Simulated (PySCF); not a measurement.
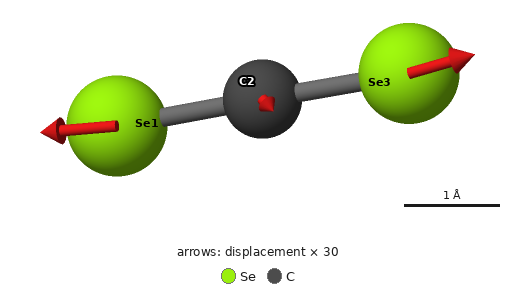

This is a relaxation of CSe2. The starting structure is drawn; red arrows show the displacements, magnified 30 times. The two geometries are superimposed by the best rigid fit.

The picture is a ball-and-stick view, seen at a tilt.

The start comes from GFN2-xTB. Its atoms were then displaced at random by about 0.01 Å.

Method: PBE0-D3(BJ)/def2-TZVP geometry optimisation, gas phase (PySCF). 

Which element moves most?

Answer. Selenium: up to 0.029 Å, against 0.007 Å for carbon.

What did the optimiser do to the structure, and how much energy did it gain?

Answer. The energy falls by 0.037 eV in 2 geometry steps. The atom that moves furthest after the best rigid fit is Se1 (0.029 Å). By element the largest moves are Se 0.029 Å, C 0.007 Å. Some distances before and after: Se1–C2 1.655 → 1.688 Å, C2–Se3 1.667 → 1.688 Å.
